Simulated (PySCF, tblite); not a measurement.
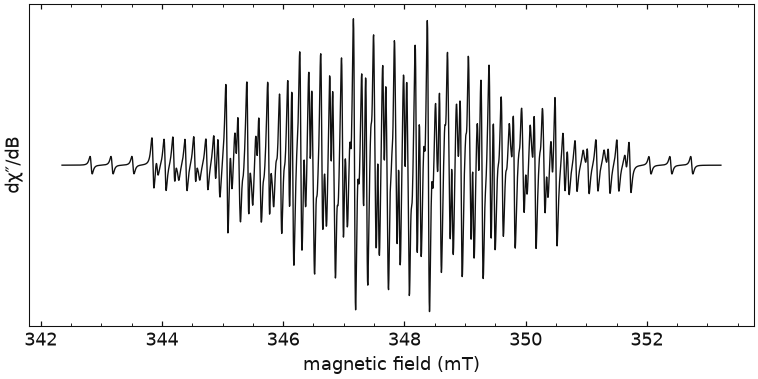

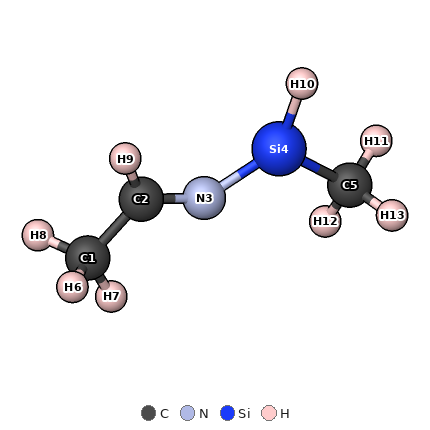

First-order isotropic EPR spectrum (fast tumbling, first derivative) of C₃H₈NSi, SMILES C/C=N/[SiH]C, doublet at 9.75 GHz, Lorentzian lines of 0.06 mT full width at half height, from computed g and hyperfine couplings (B3LYP/pcH-1 in PySCF 2.14.0, at a GFN2-xTB geometry (a minimum by its frequencies), gas phase); values of one conformer, averaged over methyl-type rotors alone; other conformers aren't averaged in; no vibrational averaging; dilute isotopes left out. The SMILES is one Lewis form and needn't show where the spin sits.

> Which couplings does the calculation give? The spectrum shows the sizes of those above the line width, not their signs.

| nuclei | isotope | a (mT) | a (MHz) |
| --- | --- | --- | --- |
| H10 | ¹H | −1.41 | −39.6 |
| H6, H7, H8 | ¹H | 1.22 | 34.1 |
| H9 | ¹H | −1.09 | −30.5 |
| H11, H12, H13 | ¹H | 1.02 | 28.6 |
| N3 | ¹⁴N | −0.34 | −9.7 |

> What is the g value, and how wide is the spectrum?

g_iso = 2.0030, which centres the spectrum at 347.8 mT; it spans 9.9 mT.

Caveats: the tight-binding geometry is rougher than a DFT one and adds to the error.
